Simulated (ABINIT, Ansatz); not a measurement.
## CdS (Greenockite): one start, several treatments of the self-energy

How much does the gap of CdS (Greenockite) depend on the approximation to the self-energy?

Main program and level: ABINIT 10.8.3; PBE and many-body steps on it, plane waves.

**What was measured.**

- Gap 2.44 eV: direct optical gap from Tauc plot of (alpha h nu)^2; UV-Vis diffuse reflectance, Tauc plot; powder (hydrothermally grown snowflake-like CdS powder, without cocatalyst) (“Electric double layer-mediated polarization field for optimizing photogenerated carrier dynamics and thermodynamics”, 2023, pmc:10275871).

- Gap 2.5809 ± 0.0002 eV: A gap, Gamma7c-Gamma9v, natural isotopic composition; exciton reflectance; bulk crystal (natural CdS) (quoted in “Isotope dependence of band-gap energy”, 2008, arxiv:0807.2152).

- Gap 2.5963 ± 0.0002 eV: B gap, Gamma7c-Gamma7v, natural isotopic composition; exciton reflectance; bulk crystal (natural CdS) (quoted in “Isotope dependence of band-gap energy”, 2008, arxiv:0807.2152).

## (1) The starting structure

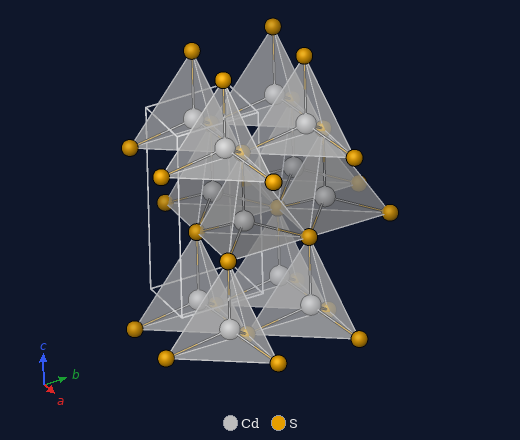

The starting structure, seen slightly off an axis (cadmium light grey, sulfur orange). 2×2×1 cells are drawn. Some periodic images of atoms are drawn too.

As a file:

```cif
data_structure
_symmetry_space_group_name_H-M 'P6_3mc'
_symmetry_Int_Tables_number 186
_cell_length_a 4.1370
_cell_length_b 4.1370
_cell_length_c 6.7144
_cell_angle_alpha 90.000
_cell_angle_beta 90.000
_cell_angle_gamma 120.000
_cell_volume 99.52
loop_
_atom_site_label
_atom_site_type_symbol
_atom_site_symmetry_multiplicity
_atom_site_Wyckoff_symbol
_atom_site_fract_x
_atom_site_fract_y
_atom_site_fract_z
_atom_site_occupancy
Cd1 Cd 2 b 0.66667 0.33333 0.00000 1
S1 S 2 b 0.66667 0.33333 0.37500 1
```

The cell and positions come from the Crystallography Open Database and are kept as given unless a step says otherwise.

## (2) Empty states on the mesh, 3×3×2 mesh, 420 bands

This step: ABINIT 10.8.3; DFT, PBE, plane waves, norm-conserving pseudopotentials.

The sums over transitions need many empty states on a uniform mesh; this step solves for them.

Contents of run.abi:

```
acell 3*1.0 Angstrom
rprim 
  4.137000000025 -0.000000000006 0.000000000000
  -2.068500000008 3.582747095481 0.000000000000
  0.000000000000 0.000000000000 6.714400000000
ntypat 2
znucl 48 16
natom 4
typat 1 1 2 2
xred 
  0.666666666667 0.333333333333 0.000000000000
  0.333333333333 0.666666666667 0.500000000000
  0.666666666667 0.333333333333 0.375000000000
  0.333333333333 0.666666666667 0.875000000000
pp_dirpath "pseudos"
pseudos "Cd.upf, S.upf"
ecut 47
ngkpt 3 3 2
nshiftk 1
shiftk 0 0 0
kptopt 1
chksymbreak 0
iscf -2
irdden 1
istwfk *1
nband 420
nbdbuf 38
tolwfr 1e-09
nstep 60
prtvol 0
indata_prefix "in"
outdata_prefix "out"
tmpdata_prefix "tmp"
```

Started as:

```console
$ OMP_NUM_THREADS=1 mpirun -n 4 abinit run.abi > log
```

Numbers of over 12 decimals in the logs are rounded to 6 here.

What it wrote:

```text
.Version 10.8.3 of ABINIT. v10.8.2 released Aug 2026.

 Symmetries : space group P6_3 m c (#186); Bravais hP (primitive hexag.)
[... echo of the input left out ...]
== DATASET  1 ==================================================================
-   mpi_nproc: 4, omp_nthreads: 1 (-1 if OMP is not activated)

--- !DatasetInfo
iteration_state: {dtset: 1, }
dimensions: {natom: 4, nkpt: 6, mband: 420, nsppol: 1, nspinor: 1, nspden: 1, mpw: 10374, }
cutoff_energies: {ecut:  47.0, pawecutdg:  -1.0, }
[...]
5.05874    5.06402    5.06402    5.07706    5.07706    5.09764    5.09765    5.10693
   5.12225    5.13714    5.13775    5.16899    5.19773    5.20055    5.20334    5.21157
   5.21243    5.21658    5.22803    5.24056
 prteigrs : prtvol=0 or 1, do not print more k-points.

== END DATASET(S) ==============================================================
================================================================================

 -outvars: echo values of variables after computation  --------
            nband         420
             nkpt           6
          spgroup         186
 [... the other variables as echoed above ...]

 Calculation completed.
```

Run time: 22 min. Hardware: 4 MPI ranks of Intel Xeon Platinum 8259CL at 2.50GHz (Skylake/Cascade Lake), shared host; peak memory 0.82 GiB; 87 min of CPU time.

Numbers from this step:

```
gap                                                           : 1.219 eV
k of the valence top                                          : 0, 0, 0
k of the conduction bottom                                    : 0, 0, 0
least direct gap                                              : 1.219 eV
k points computed                                             : 6
lowest point of the top converged band, above the valence top : 126.2437 eV
```

On this mesh the gap is 1.219 eV.

The density comes from a self-consistent run that is not shown.

## (3) Screening, 3×3×2 mesh, 171 bands, screening to 141.5 eV

The RPA dielectric matrix is built and inverted for each q.

This step: RPA screening on PBE, plane waves, norm-conserving pseudopotentials.

run.abi: that of step 2 with these lines changed.

```diff
@@ -22,10 +22,11 @@
 chksymbreak 0
-iscf -2
-irdden 1
 istwfk *1
-nband 420
-nbdbuf 38
-tolwfr 1e-09
-nstep 60
-prtvol 0
+occopt 1
+irdwfk 1
+optdriver 3
+nband 171
+ecuteps 5.2
+inclvkb 2
+awtr 1
+symchi 1
 indata_prefix "in"
```

What it wrote:

```text
.Version 10.8.3 of ABINIT. v10.8.2 released Aug 2026.

 Symmetries : space group P6_3 m c (#186); Bravais hP (primitive hexag.)
[... echo of the input left out ...]
== DATASET  1 ==================================================================
-   mpi_nproc: 4, omp_nthreads: 1 (-1 if OMP is not activated)

--- !DatasetInfo
iteration_state: {dtset: 1, }
dimensions: {natom: 4, nkpt: 6, mband: 171, nsppol: 1, nspinor: 1, nspden: 1, mpw: 10374, }
cutoff_energies: {ecut:  47.0, pawecutdg:  -1.0, }
electrons: {nelect:   5.20000000E+01, charge:   0.00000000E+00, occopt:   1.00000000E+00, tsmear:   1.00000000E-02, }

 SCREENING: Calculation of the susceptibility and dielectric matrices

 Based on a program developped by R.W. Godby, V. Olevano, G. Onida, and L. Reining.
 Incorporated in ABINIT by V. Olevano, G.-M. Rignanese, and M. Torrent.
.Using double precision arithmetic ; gwpc =  8

[... cell and pseudopotentials left out ...]
--------------------------------------------------------------------------------

 ==== K-mesh for the wavefunctions ====
 Number of points in the irreducible wedge :     6
[... list of points left out ...]
 Together with 12 symmetry operations and time-reversal symmetry
 yields    18 points in the full Brillouin Zone.

 ==== Q-mesh for the screening function ====
 Number of points in the irreducible wedge :     6
[... list of points left out ...]
 Together with 12 symmetry operations and time-reversal symmetry
 yields    18 points in the full Brillouin Zone.

 setmesh: FFT mesh size selected  =    27x   27x   54
          total number of points  =        39366

 vcoul_init : cutoff-mode = AUXILIARY_FUNCTION
 q-points for optical limit:   1
     1)      0.000010    0.000020    0.000030

- screening: taking advantage of time-reversal symmetry
- Maximum band index for partially occupied states nbvw = 26
- Remaining bands to be divided among processors   nbcw = 145
- Number of bands treated by each node ~36

 Number of electrons calculated from density =   52.0000; Expected =   52.0000
 average of density, n =  0.077428
 r_s =    1.4555
 omega_plasma =   26.8414 [eV]

 calculating chi0 at frequencies [eV] :
  1    0.000000E+00    0.000000E+00
  2    0.000000E+00    2.684136E+01

--------------------------------------------------------------------------------
  q-point number  1        q = ( 0.000000, 0.000000, 0.000000) [r.l.u.]
--------------------------------------------------------------------------------
[... chi0 elements left out ...]
 For q-point:  0.000010 0.000020 0.000030
  dielectric constant =  13.1670
  dielectric constant without local fields =  13.9526

  Average fulfillment of the sum rule on Im[epsilon] for q-point    1 :     61.13  [%]
[... wings left out ...]
  q-point number  2        q = ( 0.333333, 0.000000, 0.000000) [r.l.u.]
--------------------------------------------------------------------------------
[... chi0 elements left out ...]
  Average fulfillment of the sum rule on Im[epsilon] for q-point    2 :     65.78  [%]

 [... 4 further q-points ...]
```

The job ended after 3.6 min (4 MPI ranks; peak memory 1.6 GiB; 14 min of CPU time).

Numbers from this step:

```yaml
eps_infinity_with_local_fields_on_this_mesh_along_the_program_s_q_direction: 13.17
the_same_without_local_fields: 13.95
plasma_frequency: 26.84 eV
plane_waves_in_the_screening_matrix: 379
```

Local fields lower ε∞ by 6 %. On a Γ-centred mesh this coarse the value itself is usually too large, while a short band sum pulls it down.

## (4) G0W0, Godby-Needs plasmon pole

The self-energy is evaluated for the states that the input lists, and the levels follow from it, in one-shot runs by the linearised quasiparticle equation.

This step: G0W0 on PBE, plane waves, norm-conserving pseudopotentials.

run.abi: that of step 3 with these lines changed.

```diff
@@ -25,8 +25,15 @@
 irdwfk 1
-optdriver 3
+optdriver 4
 nband 171
+gwcalctyp 0
+ecutsigx 47
+symsigma 1
+nkptgw 1
+kptgw 
+  0.0000000000 0.0000000000 0.0000000000
+bdgw 
+  25 28
 ecuteps 5.2
-inclvkb 2
-awtr 1
-symchi 1
+irdscr 1
+ppmodel 1
 indata_prefix "in"
```

What it wrote:

```text
.Version 10.8.3 of ABINIT. v10.8.2 released Aug 2026.

 Symmetries : space group P6_3 m c (#186); Bravais hP (primitive hexag.)
[... echo of the input left out ...]
== DATASET  1 ==================================================================
-   mpi_nproc: 4, omp_nthreads: 1 (-1 if OMP is not activated)

--- !DatasetInfo
iteration_state: {dtset: 1, }
dimensions: {natom: 4, nkpt: 6, mband: 171, nsppol: 1, nspinor: 1, nspden: 1, mpw: 10374, }
cutoff_energies: {ecut:  47.0, pawecutdg:  -1.0, }
electrons: {nelect:   5.20000000E+01, charge:   0.00000000E+00, occopt:   1.00000000E+00, tsmear:   1.00000000E-02, }

 SIGMA: Calculation of the GW corrections

 Based on a program developped by R.W. Godby, V. Olevano, G. Onida, and L. Reining.
 Incorporated in ABINIT by V. Olevano, G.-M. Rignanese, and M. Torrent.
.Using double precision arithmetic ; gwpc =  8

[... cell and pseudopotentials left out ...]
--------------------------------------------------------------------------------

 ==== K-mesh for the wavefunctions ====
 Number of points in the irreducible wedge :     6
[... list of points left out ...]
 Together with 12 symmetry operations and time-reversal symmetry
 yields    18 points in the full Brillouin Zone.

 ==== Q-mesh for screening function ====
 Number of points in the irreducible wedge :     6
[... list of points left out ...]
 Together with 12 symmetry operations and time-reversal symmetry
 yields    18 points in the full Brillouin Zone.

 vcoul_init : cutoff-mode = AUXILIARY_FUNCTION
 q-points for optical limit:   1
     1)      0.000010    0.000020    0.000030
 setmesh: FFT mesh size selected  =    45x   45x   80
          total number of points  =       162000

 Number of electrons calculated from density =   52.0000; Expected =   52.0000
 average of density, n =  0.077428
 r_s =    1.4555
 omega_plasma =   26.8414 [eV]

 === KS Band Gaps ===
  >>>> For spin  1
   Minimum direct gap =   1.2185 [eV], located at k-point      :   0.0000  0.0000  0.0000
   Fundamental gap    =   1.2185 [eV], Top of valence bands at :   0.0000  0.0000  0.0000
                                       Bottom of conduction at :   0.0000  0.0000  0.0000
 SIGMA fundamental parameters:
 PLASMON POLE MODEL  1
 number of plane-waves for SigmaX                10251
 number of plane-waves for SigmaC and W            379
 number of plane-waves for wavefunctions         10251
 number of bands                                   171
 number of independent spin polarizations            1
 number of spinorial components                      1
 number of k-points in IBZ                           6
 number of q-points in IBZ                           6
 number of symmetry operations                      12
 number of k-points in BZ                           18
 number of q-points in BZ                           18
 number of frequencies for dSigma/dE                 9
 frequency step for dSigma/dE [eV]                0.25
 number of omega for Sigma on real axis              0
 max omega for Sigma on real axis  [eV]           0.00
 zcut for avoiding poles [eV]                     0.10

 EPSILON^-1 parameters (SCR file):
 dimension of the eps^-1 matrix on file            379
 dimension of the eps^-1 matrix used               379
 number of plane-waves for wavefunctions         10251
 number of bands                                   171
 number of q-points in IBZ                           6
 number of frequencies                               2
 number of real frequencies                          1
 number of imag frequencies                          1

 matrix elements of self-energy operator (all in [eV])

 Perturbative Calculation

--- !SelfEnergy_ee
iteration_state: {dtset: 1, }
kpoint     : [   0.000,    0.000,    0.000, ]
spin       : 1
KS_gap     :    1.219
QP_gap     :    2.067
Delta_QP_KS:    0.848
data: !SigmaeeData |
     Band     E0 <VxcDFT>   SigX SigC(E0)      Z dSigC/dE  Sig(E)    E-E0       E
       25   4.328 -15.356 -18.331   2.328   0.780  -0.282 -15.861  -0.505   3.823
       26   4.328 -15.356 -18.331   2.328   0.780  -0.282 -15.861  -0.505   3.823
       27   5.547 -10.669  -6.558  -3.689   0.814  -0.229 -10.326   0.343   5.890
       28   7.132 -11.029  -6.546  -3.914   0.815  -0.227 -10.565   0.464   7.596

== END DATASET(S) ==============================================================
================================================================================

 -outvars: echo values of variables after computation  --------
           etotal      0.0000000000E+00
            nband         171
             nkpt           6
          spgroup         186
 [... the other variables as echoed above ...]

 Calculation completed.
```

The job ended after 25 s (4 MPI ranks; peak memory 1.4 GiB).

Numbers from this step:

```
G0W0 gap on the points computed              : 2.067 eV
starting gap on the mesh                     : 1.219 eV
k of the valence top                         : 0, 0, 0
k of the conduction bottom                   : 0, 0, 0
Z at the valence top                         : 0.78
Z at the conduction bottom                   : 0.814
least direct G0W0 gap on the computed points : 2.067 eV
```

The gap on the mesh goes from 1.22 eV to 2.07 eV, a correction of +0.85 eV.

## (5) G0W0, von der Linden-Horsch plasmon pole

run.abi: that of step 4 with these lines changed.

```diff
@@ -37,3 +37,3 @@
 irdscr 1
-ppmodel 1
+ppmodel 3
 indata_prefix "in"
```

What it wrote:

```text
.Version 10.8.3 of ABINIT. v10.8.2 released Aug 2026.

 Symmetries : space group P6_3 m c (#186); Bravais hP (primitive hexag.)
[... echo of the input left out ...]
== DATASET  1 ==================================================================
-   mpi_nproc: 4, omp_nthreads: 1 (-1 if OMP is not activated)

--- !DatasetInfo
iteration_state: {dtset: 1, }
dimensions: {natom: 4, nkpt: 6, mband: 171, nsppol: 1, nspinor: 1, nspden: 1, mpw: 10374, }
cutoff_energies: {ecut:  47.0, pawecutdg:  -1.0, }
electrons: {nelect:   5.20000000E+01, charge:   0.00000000E+00, occopt:   1.00000000E+00, tsmear:   1.00000000E-02, }

 SIGMA: Calculation of the GW corrections

 Based on a program developped by R.W. Godby, V. Olevano, G. Onida, and L. Reining.
 Incorporated in ABINIT by V. Olevano, G.-M. Rignanese, and M. Torrent.
.Using double precision arithmetic ; gwpc =  8

[... cell and pseudopotentials left out ...]
--------------------------------------------------------------------------------

 ==== K-mesh for the wavefunctions ====
 Number of points in the irreducible wedge :     6
[... list of points left out ...]
 Together with 12 symmetry operations and time-reversal symmetry
 yields    18 points in the full Brillouin Zone.

 ==== Q-mesh for screening function ====
 Number of points in the irreducible wedge :     6
[... list of points left out ...]
 Together with 12 symmetry operations and time-reversal symmetry
 yields    18 points in the full Brillouin Zone.

 vcoul_init : cutoff-mode = AUXILIARY_FUNCTION
 q-points for optical limit:   1
     1)      0.000010    0.000020    0.000030
 setmesh: FFT mesh size selected  =    45x   45x   80
          total number of points  =       162000

 Number of electrons calculated from density =   52.0000; Expected =   52.0000
[...]
number of k-points in IBZ                           6
 number of q-points in IBZ                           6
 number of symmetry operations                      12
 number of k-points in BZ                           18
 number of q-points in BZ                           18
 number of frequencies for dSigma/dE                 9
 frequency step for dSigma/dE [eV]                0.25
 number of omega for Sigma on real axis              0
 max omega for Sigma on real axis  [eV]           0.00
 zcut for avoiding poles [eV]                     0.10

 EPSILON^-1 parameters (SCR file):
 dimension of the eps^-1 matrix on file            379
 dimension of the eps^-1 matrix used               379
 number of plane-waves for wavefunctions         10251
 number of bands                                   171
 number of q-points in IBZ                           6
 number of frequencies                               2
 number of real frequencies                          1
 number of imag frequencies                          1

 matrix elements of self-energy operator (all in [eV])

 Perturbative Calculation

--- !SelfEnergy_ee
iteration_state: {dtset: 1, }
kpoint     : [   0.000,    0.000,    0.000, ]
spin       : 1
KS_gap     :    1.219
QP_gap     :    2.041
Delta_QP_KS:    0.823
data: !SigmaeeData |
     Band     E0 <VxcDFT>   SigX SigC(E0)      Z dSigC/dE  Sig(E)    E-E0       E
       25   4.328 -15.356 -18.331   1.953   0.845  -0.184 -16.220  -0.864   3.465
       26   4.328 -15.356 -18.331   1.953   0.845  -0.184 -16.220  -0.864   3.465
       27   5.547 -10.669  -6.558  -4.157   0.873  -0.145 -10.710  -0.041   5.506
       28   7.132 -11.029  -6.546  -4.316   0.874  -0.144 -10.883   0.146   7.278

== END DATASET(S) ==============================================================
================================================================================

 -outvars: echo values of variables after computation  --------
           etotal      0.0000000000E+00
            nband         171
             nkpt           6
          spgroup         186
 [... the other variables as echoed above ...]

 Calculation completed.
```

It took 24 s on 4 MPI ranks; peak memory 1.3 GiB; 96 s of CPU time.

This step gave:

- G0W0 gap on the points computed: 2.041 eV
- starting gap on the mesh: 1.219 eV
- k of the valence top: 0, 0, 0
- k of the conduction bottom: 0, 0, 0
- Z at the valence top: 0.845
- Z at the conduction bottom: 0.873
- least direct G0W0 gap on the computed points: 2.041 eV

Against G0W0 in ABINIT (3×3×2 mesh, 171 bands, screening to 141.5 eV, Godby-Needs plasmon pole), the gap moves by −0.026 eV.

(Part 1 of 2 ends here.)

[Paths, hosts, dates, memory and timing lines, banners, echoed tables and standing remarks are left out of the program output.]

[Logs are printed without paths, hosts, clocks, repeated set-up lines and the standing remarks that a program may print on its own settings, such as how far it seeks lower states.]

[Runs of the session that timed out or met a known fault of the program may be left out.]

[Hosts, paths, dates, database ids (printed as entryN), source tags and the programs' standing remarks are cut or masked in the printed files.]

[G0W0 gaps are taken among the corrected bands and points alone; a level outside them can change the order at an edge.]

[Where Ansatz stands beside ABINIT at settings called matched, ABINIT's density can come from a denser mesh and the files from another edition; pairs whose starting gaps differed by over 0.03 eV were left out, so agreement reads better than it is.]
